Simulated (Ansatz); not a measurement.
## KTaO3, carrier doping

Base system: KTaO$_{3}$ in the cubic perovskite structure (space group Pm-3m, No. 221).

```
KTaO3
1.0
    4.02318     0.00000     0.00000
    0.00000     4.02318     0.00000
    0.00000     0.00000     4.02318
K Ta O
1 1 3
Direct
  0.00000   0.00000   0.00000
  0.50000   0.50000   0.50000
  0.00000   0.50000   0.50000
  0.50000   0.50000   0.00000
  0.50000   0.00000   0.50000
```

Carriers are added at fixed cell with a uniform background; the Fermi–Dirac width is that of 300 K.

All numbers come from Ansatz (a first-principles code), PBE, PAW, cutoff 420 eV, spin-orbit coupling left out, earlier PAW set.

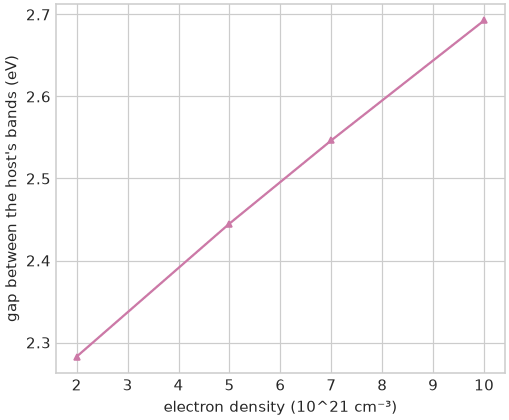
Fig. 1. Gap between the host's bands against electron density

```tsv
electron density (10^21 cm⁻³)	gap between the host's bands
2	2.28 eV
5	2.45 eV
7	2.55 eV
10	2.69 eV
```

Charged cell with a jellium background: band edges are those of the host's band count, energies are not comparable with the neutral cell, and many-body gap narrowing is missing. With Ta present, leaving out spin-orbit coupling can change the band edges. Whether these cells are dynamically stable was not tested.
